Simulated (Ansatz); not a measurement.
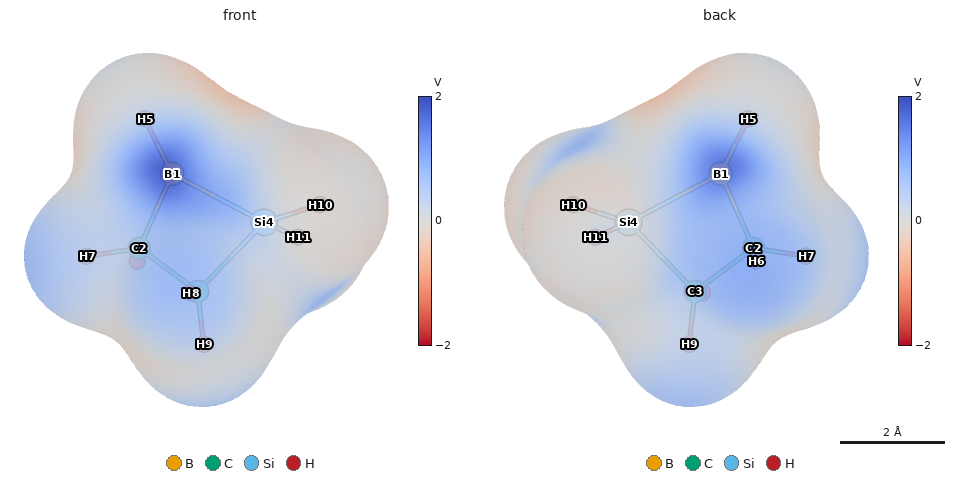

The picture shows: C2H7BSi (SMILES B1CC[SiH2]1). The electrostatic potential painted on the density surface at 0.002 e/bohr³, seen from the front and from behind; red is negative and blue positive.

Geometry: PBE0-D4/def2-TZVP.

Method: RKS PBE0-D4/def2-TZVPP (Ansatz 0.2.0).

The calculation's input:

```
crystal:
  periodic: [false, false, false]
  atoms:
    - {symbol: B, position_ang: [-0.591788, 0.743803, -1.006188]}
    - {symbol: C, position_ang: [-0.355518, 0.908560, 0.539631]}
    - {symbol: C, position_ang: [0.692086, -0.209550, 0.806717]}
    - {symbol: Si, position_ang: [0.158315, -1.119603, -0.781095]}
    - {symbol: H, position_ang: [-0.993826, 1.534088, -1.804638]}
    - {symbol: H, position_ang: [-1.326442, 0.607828, 0.974844]}
    - {symbol: H, position_ang: [-0.142664, 1.897074, 0.960512]}
    - {symbol: H, position_ang: [1.705099, 0.183812, 0.689044]}
    - {symbol: H, position_ang: [0.631972, -0.701934, 1.777895]}
    - {symbol: H, position_ang: [1.193729, -1.771313, -1.634419]}
    - {symbol: H, position_ang: [-0.905563, -2.129567, -0.501703]}
basis:
  gaussian: {orbitals: def2-TZVPP}
hamiltonian: {xc: pbe0, dispersion: d4}
output: {orbitals: {seedname: orbitals}}
```

Launched as:

```sh
ansatz run in.yaml --threads 2 --pin off --events-out ev --progress --plain --max-ram 4352MiB
```

Question: Describe the electrostatic potential map.

Answer: The most negative region (about −0.4 V) lies over H5, the most positive (about +1.6 V) over B1.
